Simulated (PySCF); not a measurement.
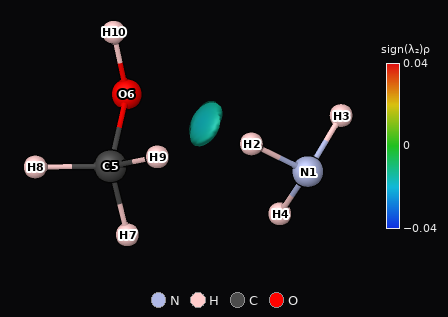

Figure 1: CH₇NO, SMILES `N.CO`. Non-covalent interaction surfaces between the fragments (reduced density gradient s = 0.5, coloured by sign(λ₂)ρ in a.u.; trimmed to the region between the fragments where ρ is under 0.06 a.u.). Fragment A: NH3 (atoms 1–4); fragment B: H4CO.

Computed with PySCF, r2SCAN/aug-cc-pVDZ, geometry: GFN2-xTB.

Geometry (Å), atoms numbered from 1:

```
N1      -2.2186   -0.1936   -0.0909
H2      -1.2531    0.1170   -0.0555
H3      -2.7807    0.6101   -0.3456
H4      -2.4806   -0.4527    0.8533
C5       1.5215   -0.5295   -0.0449
O6       0.8170    0.6799    0.1249
H7       0.9300   -1.3036    0.4398
H8       2.5098   -0.4859    0.4236
H9       1.6352   -0.7814   -1.1036
H10      1.3046    1.3898   -0.3057
```

Which interactions hold the two fragments together?

Answer. Bond critical points between the fragments: H2···O6, hydrogen bond, 2.15 Å, ρ = 0.016 a.u. It appears blue-green. The pose is a local one from a semi-empirical search, not shown to be the most stable.

How strongly are they bound?

Answer. The counterpoise-corrected interaction energy of the frozen fragments is −2.3 kcal/mol without dispersion correction and −2.6 kcal/mol with D3(BJ). The pair geometry is semi-empirical, not a minimum at this level.
